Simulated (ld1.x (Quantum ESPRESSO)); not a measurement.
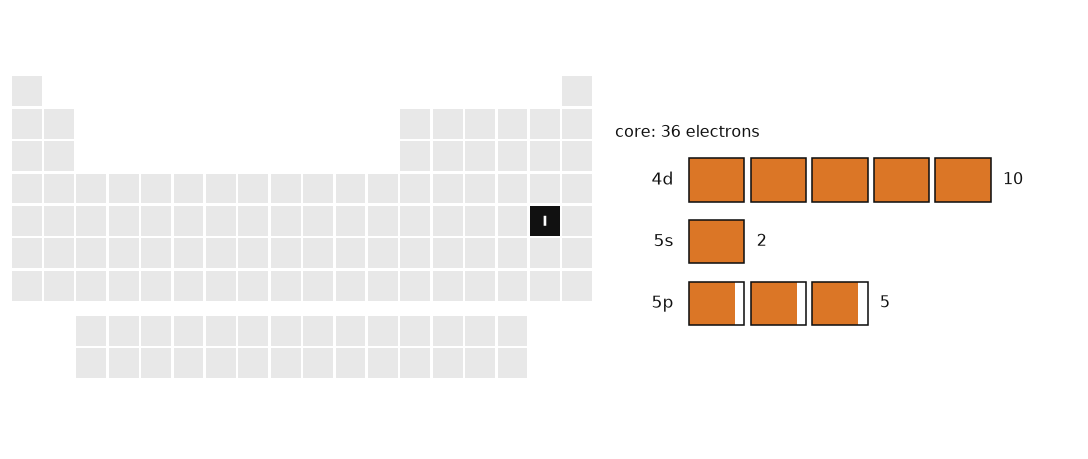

Fig. 1: Left, the place of iodine in the periodic table; right, the valence shells of the reference configuration: a box for each of the 2l + 1 orbitals, shaded by the share of the shell that is filled, with the electron count at the right.

# Pseudopotential generation: I (part 1 of 2)

System: iodine (I, Z = 53), core [Kr], reference valence 4d10 5s2 5p5, valence charge 17.
Method: TM potential, revPBE, fully relativistic, made with ld1.x (Quantum ESPRESSO) 7.5.

**Summary**

- outcome: generated, with a ghost state; no spin-orbit splitting in 4d; the pseudo-atom misses its reference levels by up to 1.03 eV (4d)
- reference test: the pseudo-atom misses its own reference levels by up to 1.03 eV
- cutoffs needed: 100 Ry and 180 Ry (the cutoffs, on a coarse ladder, from which the occupation-weighted sum of valence levels, in a spherical-Bessel basis at the reference potential, stays within 10 and 1 mRy of its value at 400 Ry); ghost states and empty shells don't enter this sum
- ghost test: ghost states below the valence levels: s at -216.9 eV, p3/2 at -78.1 eV, p1/2 at -68.8 eV (spherical-Bessel basis up to 400 Ry, 20 bohr box)
- configuration tests: 1 of 7 tests not solved
- largest excitation error among the tests solved: +42 meV (all-electron minus pseudo) for 4d10 5s2 5p1
- range over which the phases arctan(r u′/u) at the test radius agree within 0.05 rad (a looser test near the poles than one of phase shifts): s: up to about 2.9 Ry; p1/2: from about -4.9 Ry upwards; p3/2: from about -5.6 Ry upwards; d3/2: not judged, since its reference level lies on a steep step; d5/2: not judged, since its reference level lies on a steep step
- hardware: 1 CPU thread, shared host
- wall time: 2.7 s

**Notes**

The potential has a bound ghost state, so it can't be used as it stands. The potential has no spin-orbit splitting in 4d, whose channel is the local potential: both pseudo levels lie at −3.6876 Ry, against −3.7637 and −3.6378 Ry all-electron.

**Input**
```
 &input
   title='I', zed=53., rel=2, dft='REVPBE', iswitch=3,
   config='[Kr] 4d10 5s2 5p5', rel_dist='average',
   nld=5, rlderiv=2.10, eminld=-6.0, emaxld=5.0, deld=0.02
 /
 &inputp
   pseudotype=2, tm=.true., lloc=2,
   nlcc=.false.,
   file_pseudopw='I.UPF', file_wfcaegen='ae.wfc', file_wfcncgen='nc.wfc', file_beta='beta', file_chi='chi'
 /
3
5S  1  0   2.00   0.00  1.94  1.94  0.0
5P  2  1   5.00   0.00  1.94  1.94  0.0
4D  3  2  10.00   0.00  1.46  1.46  0.0
 &test
   configts(1)='4d10 5s2 5p5'
 /
```

**Input of the test run**
```
 &input
   title='I', zed=53., rel=2, dft='REVPBE', iswitch=2,
   config='[Kr] 4d10 5s2 5p5', rel_dist='average'
 /
 &test
   file_pseudo='I.UPF', nconf=8,
   configts(1)='4d10 5s2 5p5',
   configts(2)='4d10 5s2 5p4',
   configts(3)='4d10 5s2 5p3',
   configts(4)='4d10 5s2 5p2',
   configts(5)='4d10 5s2 5p4.5',
   configts(6)='4d10 5s1 5p6',
   configts(7)='4d9 5s2 5p5',
   configts(8)='4d10 5s2 5p1'
 /
```

Command:
```bash
ld1.x < I.in > I.out
```

**Output**
```
     Program LD1 v.7.5
     --------------------------- All-electron run ----------------------------

     I
     dirac relativistic calculation

     atomic number is 53.00
     dft =REVPBE   lsd =0 sic =0 latt =0  beta=0.20 tr2=1.0E-14
     Exchange-correlation= REVPBE
                           (   1   4   4   4   0   0   0)
     mesh =1247 r(mesh) =  99.95380 a.u. xmin = -7.00 dx = 0.01250
     1 Ry =  13.60569312 eV, c = 137.03599908

     n l j   nl                  e(Ry)          e(Ha)          e(eV)
     Spin orbit split results
     1 0 0.5 1S 1( 2.00)     -2422.6603     -1211.3302    -32961.9728
     2 0 0.5 2S 1( 2.00)      -374.1772      -187.0886     -5090.9407
     2 1 0.5 2P 1( 2.00)      -351.0266      -175.5133     -4775.9609
     2 1 1.5 2P 1( 4.00)      -329.0718      -164.5359     -4477.2497
     3 0 0.5 3S 1( 2.00)       -75.5240       -37.7620     -1027.5558
     3 1 0.5 3P 1( 2.00)       -65.9604       -32.9802      -897.4368
     3 1 1.5 3P 1( 4.00)       -61.8283       -30.9141      -841.2164
     4 0 0.5 4S 1( 2.00)       -13.2607        -6.6303      -180.4208
     4 1 0.5 4P 1( 2.00)        -9.9248        -4.9624      -135.0334
     4 1 1.5 4P 1( 4.00)        -9.1214        -4.5607      -124.1031
     3 2 1.5 3D 1( 4.00)       -44.9986       -22.4993      -612.2374
     3 2 2.5 3D 1( 6.00)       -44.1298       -22.0649      -600.4165
     4 2 1.5 4D 1( 4.00)        -3.7637        -1.8818       -51.2072
     4 2 2.5 4D 1( 6.00)        -3.6378        -1.8189       -49.4950
     5 0 0.5 5S 1( 2.00)        -1.2734        -0.6367       -17.3255
     5 1 0.5 5P 1( 1.67)        -0.5682        -0.2841        -7.7314
     5 1 1.5 5P 1( 3.33)        -0.4951        -0.2476        -6.7364
     Averaged results
     1 0     1S 1( 2.00)     -2422.6603     -1211.3302    -32961.9728
     2 0     2S 1( 2.00)      -374.1772      -187.0886     -5090.9407
     2 1     2P 1( 6.00)      -336.3901      -168.1950     -4576.8201
     3 0     3S 1( 2.00)       -75.5240       -37.7620     -1027.5558
     3 1     3P 1( 6.00)       -63.2056       -31.6028      -859.9566
     4 0     4S 1( 2.00)       -13.2607        -6.6303      -180.4208
     4 1     4P 1( 6.00)        -9.3892        -4.6946      -127.7465
     3 2     3D 1(10.00)       -44.4773       -22.2387      -605.1449
     4 2     4D 1(10.00)        -3.6882        -1.8441       -50.1799
     5 0     5S 1( 2.00)        -1.2734        -0.6367       -17.3255
     5 1     5P 1( 5.00)        -0.5195        -0.2597        -7.0681

     final scf error:  6.8E-15 reached in  28 iterations

     Etot =  -14238.553325 Ry,   -7119.276663 Ha, -193725.387061 eV

     Ekin =   15092.851528 Ry,    7546.425764 Ha,  205348.706238 eV
     Encl =  -34604.785691 Ry,  -17302.392846 Ha, -470822.094700 eV
     Eh   =    5637.084025 Ry,    2818.542012 Ha,   76696.435347 eV
     Exc  =    -363.703187 Ry,    -181.851593 Ha,   -4948.433946 eV

     normalization and overlap integrals

     s(1S/1S) =  1.000000  <r> =   0.0272  <r2> =    0.0010  r(max) =   0.0175
     s(2S/2S) =  1.000000  <r> =   0.1167  <r2> =    0.0161  r(max) =   0.0995
     s(2P/2P) =  1.000000  <r> =   0.0985  <r2> =    0.0119  r(max) =   0.0765
     s(2P/2P) =  1.000000  <r> =   0.1042  <r2> =    0.0132  r(max) =   0.0814
     s(3S/3S) =  1.000000  <r> =   0.3137  <r2> =    0.1126  r(max) =   0.2843
     s(3P/3P) =  1.000000  <r> =   0.3040  <r2> =    0.1074  r(max) =   0.2738
     s(3P/3P) =  1.000000  <r> =   0.3155  <r2> =    0.1155  r(max) =   0.2843
     s(4S/4S) =  1.000000  <r> =   0.7400  <r2> =    0.6188  r(max) =   0.6820
     s(4P/4P) =  1.000000  <r> =   0.7728  <r2> =    0.6808  r(max) =   0.6992
     s(4P/4P) =  1.000000  <r> =   0.8009  <r2> =    0.7311  r(max) =   0.7259
     s(3D/3D) =  1.000000  <r> =   0.2865  <r2> =    0.0972  r(max) =   0.2299
     s(3D/3D) =  1.000000  <r> =   0.2901  <r2> =    0.0996  r(max) =   0.2327
     s(4D/4D) =  1.000000  <r> =   0.9146  <r2> =    0.9799  r(max) =   0.7728
     s(4D/4D) =  1.000000  <r> =   0.9260  <r2> =    1.0048  r(max) =   0.7825
     s(5S/5S) =  1.000000  <r> =   1.9684  <r2> =    4.3938  r(max) =   1.6984
     s(5P/5P) =  1.000000  <r> =   2.3912  <r2> =    6.6087  r(max) =   1.9733
     s(5P/5P) =  1.000000  <r> =   2.5148  <r2> =    7.3264  r(max) =   2.0745

     ------------------------ End of All-electron run ------------------------

     --------------------- Generating NC pseudopotential ---------------------

      Generating local pot.: lloc=2, j= 1.50, matching radius rcloc =   1.4600

      Generating local pot.: lloc=2, j= 2.50, matching radius rcloc =   1.4600

     Fully relativistic calculation: |psi|^2

     Wfc 5S LC norm =  0.99988570 SC norm =  0.00011000 missing  0.00000429

     Wfc 5P LC norm =  0.99992325 SC norm =  0.00007635 missing  0.00000039

     Wfc 5P LC norm =  0.99993062 SC norm =  0.00006149 missing  0.00000789

      Wfc   5S  rcut= 1.925  Using Troullier-Martins method

      Wfc   5P  rcut= 1.925  Using Troullier-Martins method

      Wfc   5P  rcut= 1.925  Using Troullier-Martins method

     ------------------- End of pseudopotential generation -------------------

     --------------------------- All-electron run ----------------------------

     I
     dirac relativistic calculation

     atomic number is 53.00
     dft =REVPBE   lsd =0 sic =0 latt =0  beta=0.20 tr2=1.0E-14
     Exchange-correlation= REVPBE
                           (   1   4   4   4   0   0   0)
     mesh =1247 r(mesh) =  99.95380 a.u. xmin = -7.00 dx = 0.01250
     1 Ry =  13.60569312 eV, c = 137.03599908

     n l j   nl                  e(Ry)          e(Ha)          e(eV)
     Spin orbit split results
     1 0 0.5 1S 1( 2.00)     -2422.6603     -1211.3302    -32961.9728
     2 0 0.5 2S 1( 2.00)      -374.1772      -187.0886     -5090.9407
     2 1 0.5 2P 1( 2.00)      -351.0266      -175.5133     -4775.9609
     2 1 1.5 2P 1( 4.00)      -329.0718      -164.5359     -4477.2497
     3 0 0.5 3S 1( 2.00)       -75.5240       -37.7620     -1027.5558
     3 1 0.5 3P 1( 2.00)       -65.9604       -32.9802      -897.4368
     3 1 1.5 3P 1( 4.00)       -61.8283       -30.9141      -841.2164
     4 0 0.5 4S 1( 2.00)       -13.2607        -6.6303      -180.4208
     4 1 0.5 4P 1( 2.00)        -9.9248        -4.9624      -135.0334
     4 1 1.5 4P 1( 4.00)        -9.1214        -4.5607      -124.1031
     3 2 1.5 3D 1( 4.00)       -44.9986       -22.4993      -612.2374
     3 2 2.5 3D 1( 6.00)       -44.1298       -22.0649      -600.4165
     4 2 1.5 4D 1( 4.00)        -3.7637        -1.8818       -51.2072
     4 2 2.5 4D 1( 6.00)        -3.6378        -1.8189       -49.4950
     5 0 0.5 5S 1( 2.00)        -1.2734        -0.6367       -17.3255
     5 1 0.5 5P 1( 1.67)        -0.5682        -0.2841        -7.7314
     5 1 1.5 5P 1( 3.33)        -0.4951        -0.2476        -6.7364
     Averaged results
     1 0     1S 1( 2.00)     -2422.6603     -1211.3302    -32961.9728
     2 0     2S 1( 2.00)      -374.1772      -187.0886     -5090.9407
     2 1     2P 1( 6.00)      -336.3901      -168.1950     -4576.8201
     3 0     3S 1( 2.00)       -75.5240       -37.7620     -1027.5558
     3 1     3P 1( 6.00)       -63.2056       -31.6028      -859.9566
     4 0     4S 1( 2.00)       -13.2607        -6.6303      -180.4208
     4 1     4P 1( 6.00)        -9.3892        -4.6946      -127.7465
     3 2     3D 1(10.00)       -44.4773       -22.2387      -605.1449
     4 2     4D 1(10.00)        -3.6882        -1.8441       -50.1799
     5 0     5S 1( 2.00)        -1.2734        -0.6367       -17.3255
     5 1     5P 1( 5.00)        -0.5195        -0.2597        -7.0681

     final scf error:  6.8E-15 reached in  28 iterations

     Etot =  -14238.553325 Ry,   -7119.276663 Ha, -193725.387061 eV

     Ekin =   15092.851528 Ry,    7546.425764 Ha,  205348.706238 eV
     Encl =  -34604.785691 Ry,  -17302.392846 Ha, -470822.094700 eV
     Eh   =    5637.084025 Ry,    2818.542012 Ha,   76696.435347 eV
     Exc  =    -363.703187 Ry,    -181.851593 Ha,   -4948.433946 eV

     normalization and overlap integrals

     s(1S/1S) =  1.000000  <r> =   0.0272  <r2> =    0.0010  r(max) =   0.0175
     s(2S/2S) =  1.000000  <r> =   0.1167  <r2> =    0.0161  r(max) =   0.0995
     s(2P/2P) =  1.000000  <r> =   0.0985  <r2> =    0.0119  r(max) =   0.0765
     s(2P/2P) =  1.000000  <r> =   0.1042  <r2> =    0.0132  r(max) =   0.0814
     s(3S/3S) =  1.000000  <r> =   0.3137  <r2> =    0.1126  r(max) =   0.2843
     s(3P/3P) =  1.000000  <r> =   0.3040  <r2> =    0.1074  r(max) =   0.2738
     s(3P/3P) =  1.000000  <r> =   0.3155  <r2> =    0.1155  r(max) =   0.2843
     s(4S/4S) =  1.000000  <r> =   0.7400  <r2> =    0.6188  r(max) =   0.6820
     s(4P/4P) =  1.000000  <r> =   0.7728  <r2> =    0.6808  r(max) =   0.6992
     s(4P/4P) =  1.000000  <r> =   0.8009  <r2> =    0.7311  r(max) =   0.7259
     s(3D/3D) =  1.000000  <r> =   0.2865  <r2> =    0.0972  r(max) =   0.2299
     s(3D/3D) =  1.000000  <r> =   0.2901  <r2> =    0.0996  r(max) =   0.2327
     s(4D/4D) =  1.000000  <r> =   0.9146  <r2> =    0.9799  r(max) =   0.7728
     s(4D/4D) =  1.000000  <r> =   0.9260  <r2> =    1.0048  r(max) =   0.7825
     s(5S/5S) =  1.000000  <r> =   1.9684  <r2> =    4.3938  r(max) =   1.6984
     s(5P/5P) =  1.000000  <r> =   2.3912  <r2> =    6.6087  r(max) =   1.9733
     s(5P/5P) =  1.000000  <r> =   2.5148  <r2> =    7.3264  r(max) =   2.0745

     ------------------------ End of All-electron run ------------------------

     Computing logarithmic derivative in   2.08752
     Computing logarithmic derivative in   2.08752
     Computing the partial wave expansion
     R is outside the sphere for l=    0 j= 0.50
     R is outside the sphere for l=    1 j= 0.50
     R is outside the sphere for l=    1 j= 1.50
       no projector for channel:   2
       no projector for channel:   2

     ---------------------- Testing the pseudopotential ----------------------

     I
     dirac relativistic calculation

     atomic number is 53.00   valence charge is 17.00
     dft =REVPBE   lsd =0 sic =0 latt =0  beta=0.20 tr2=1.0E-14
     mesh =1247 r(mesh) =  99.95380 xmin = -7.00 dx = 0.01250

     n l  j  nl             e AE (Ry)       e PS (Ry)    De AE-PS (Ry)
     3 2 1.5 4D   1( 4.00)       -3.76366       -3.68764       -0.07602  !
     3 2 2.5 4D   1( 6.00)       -3.63781       -3.68764        0.04983  !
     1 0 0.5 5S   1( 2.00)       -1.27340       -1.27341        0.00001
     2 1 0.5 5P   1( 1.67)       -0.56825       -0.56824       -0.00001
     2 1 1.5 5P   1( 3.33)       -0.49512       -0.49512        0.00000

     eps = 3.6E-15  iter = 32

     Etot =  -14238.553325 Ry,   -7119.276663 Ha, -193725.387061 eV
     Etotps =  -218.371123 Ry,    -109.185562 Ha,   -2971.090488 eV

     Ekin =     140.399491 Ry,      70.199746 Ha,    1910.232393 eV
     Encl =    -526.214193 Ry,    -263.107097 Ha,   -7159.508830 eV
     Ehrt =     182.856900 Ry,      91.428450 Ha,    2487.894865 eV
     Ecxc =     -21.854238 Ry,     -10.927119 Ha,    -297.342060 eV
     Epseu=       6.440917 Ry,       3.220459 Ha,      87.633145 eV

     ---------------------- End of pseudopotential test ----------------------
```

**Output of the test run (extracts)**
```
     ---------------------- Testing the pseudopotential ----------------------

     I
     dirac relativistic calculation

     atomic number is 53.00   valence charge is 17.00
     dft =REVPBE   lsd =0 sic =0 latt =0  beta=0.20 tr2=1.0E-14
     mesh =1247 r(mesh) =  99.95380 xmin = -7.00 dx = 0.01250

     n l  j  nl             e AE (Ry)       e PS (Ry)    De AE-PS (Ry)
     3 2 1.5 4D   1( 4.00)       -3.76366       -3.68764       -0.07602  !
     3 2 2.5 4D   1( 6.00)       -3.63781       -3.68764        0.04983  !
     1 0 0.5 5S   1( 2.00)       -1.27340       -1.27341        0.00001
     2 1 0.5 5P   1( 1.67)       -0.56825       -0.56824       -0.00001
     2 1 1.5 5P   1( 3.33)       -0.49512       -0.49512        0.00000

     eps = 3.6E-15  iter = 32

     Etot =  -14238.553325 Ry,   -7119.276663 Ha, -193725.387061 eV
     Etotps =  -218.371123 Ry,    -109.185562 Ha,   -2971.090488 eV

     Ekin =     140.399491 Ry,      70.199746 Ha,    1910.232393 eV
     Encl =    -526.214193 Ry,    -263.107097 Ha,   -7159.508830 eV
     Ehrt =     182.856900 Ry,      91.428450 Ha,    2487.894865 eV
     Ecxc =     -21.854238 Ry,     -10.927119 Ha,    -297.342060 eV
     Epseu=       6.440917 Ry,       3.220459 Ha,      87.633145 eV

     ---------------------- End of pseudopotential test ----------------------

     ---------------------- Testing the pseudopotential ----------------------

     I
     dirac relativistic calculation

     atomic number is 53.00   valence charge is 17.00
     dft =REVPBE   lsd =0 sic =0 latt =0  beta=0.20 tr2=1.0E-14
     mesh =1247 r(mesh) =  99.95380 xmin = -7.00 dx = 0.01250

     n l  j  nl             e AE (Ry)       e PS (Ry)    De AE-PS (Ry)
     3 2 1.5 4D   1( 4.00)       -4.46504       -4.38505       -0.07999  !
     3 2 2.5 4D   1( 6.00)       -4.33901       -4.38505        0.04605  !
     1 0 0.5 5S   1( 2.00)       -1.92334       -1.92301       -0.00033
     2 1 0.5 5P   1( 1.33)       -1.18235       -1.18221       -0.00015
     2 1 1.5 5P   1( 2.67)       -1.09878       -1.09870       -0.00008

     eps = 4.4E-15  iter = 25

     Etot =  -14237.736343 Ry,   -7118.868172 Ha, -193714.271454 eV
     Etotps =  -217.554179 Ry,    -108.777090 Ha,   -2959.975399 eV
     dEtot_ae =       0.816982 Ry
     dEtot_ps =       0.816944 Ry,   Delta E=       0.000038 Ry

     Ekin =     140.113782 Ry,      70.056891 Ha,    1906.345127 eV
     Encl =    -514.375971 Ry,    -257.187986 Ha,   -6998.441617 eV
     Ehrt =     171.679493 Ry,      85.839747 Ha,    2335.818498 eV
     Ecxc =     -21.284562 Ry,     -10.642281 Ha,    -289.591226 eV
     Epseu=       6.313079 Ry,       3.156540 Ha,      85.893818 eV

     ---------------------- End of pseudopotential test ----------------------

     ---------------------- Testing the pseudopotential ----------------------

     I
     dirac relativistic calculation

     atomic number is 53.00   valence charge is 17.00
     dft =REVPBE   lsd =0 sic =0 latt =0  beta=0.20 tr2=1.0E-14
     mesh =1247 r(mesh) =  99.95380 xmin = -7.00 dx = 0.01250

     n l  j  nl             e AE (Ry)       e PS (Ry)    De AE-PS (Ry)
     3 2 1.5 4D   1( 4.00)       -5.25740       -5.17050       -0.08691  !
     3 2 2.5 4D   1( 6.00)       -5.13102       -5.17050        0.03948  !
     1 0 0.5 5S   1( 2.00)       -2.63976       -2.63880       -0.00096
     2 1 0.5 5P   1( 1.00)       -1.86025       -1.85971       -0.00055
     2 1 1.5 5P   1( 2.00)       -1.76565       -1.76529       -0.00036

     eps = 3.0E-15  iter = 30

     Etot =  -14236.279016 Ry,   -7118.139508 Ha, -193694.443511 eV
     Etotps =  -216.097086 Ry,    -108.048543 Ha,   -2940.150644 eV
     dEtot_ae =       2.274309 Ry
     dEtot_ps =       2.274037 Ry,   Delta E=       0.000272 Ry

     Ekin =     139.703173 Ry,      69.851587 Ha,    1900.758505 eV
     Encl =    -501.053051 Ry,    -250.526525 Ha,   -6817.174045 eV
     Ehrt =     159.849505 Ry,      79.924753 Ha,    2174.863313 eV
     Ecxc =     -20.643687 Ry,     -10.321844 Ha,    -280.871672 eV
     Epseu=       6.046973 Ry,       3.023486 Ha,      82.273254 eV

     ---------------------- End of pseudopotential test ----------------------

     ---------------------- Testing the pseudopotential ----------------------

     I
     dirac relativistic calculation

     atomic number is 53.00   valence charge is 17.00
     dft =REVPBE   lsd =0 sic =0 latt =0  beta=0.20 tr2=1.0E-14
     mesh =1247 r(mesh) =  99.95380 xmin = -7.00 dx = 0.01250

     n l  j  nl             e AE (Ry)       e PS (Ry)    De AE-PS (Ry)
     3 2 1.5 4D   1( 4.00)       -6.12462       -6.02738       -0.09723  !
     3 2 2.5 4D   1( 6.00)       -5.99770       -6.02738        0.02968  !
     1 0 0.5 5S   1( 2.00)       -3.40724       -3.40515       -0.00210
     2 1 0.5 5P   1( 0.67)       -2.58771       -2.58620       -0.00151
     2 1 1.5 5P   1( 1.33)       -2.48149       -2.48041       -0.00108

     eps = 5.3E-15  iter = 36

     Etot =  -14234.125611 Ry,   -7117.062805 Ha, -193665.144933 eV
     Etotps =  -213.944448 Ry,    -106.972224 Ha,   -2910.862507 eV
     dEtot_ae =       4.427715 Ry
     dEtot_ps =       4.426675 Ry,   Delta E=       0.001040 Ry

     Ekin =     139.184043 Ry,      69.592022 Ha,    1893.695377 eV
     Encl =    -486.529647 Ry,    -243.264824 Ha,   -6619.573075 eV
     Ehrt =     147.735422 Ry,      73.867711 Ha,    2010.042816 eV
     Ecxc =     -19.960441 Ry,      -9.980221 Ha,    -271.575637 eV
     Epseu=       5.626175 Ry,       2.813088 Ha,      76.548013 eV

     ---------------------- End of pseudopotential test ----------------------
```

(Continued in part 2.)
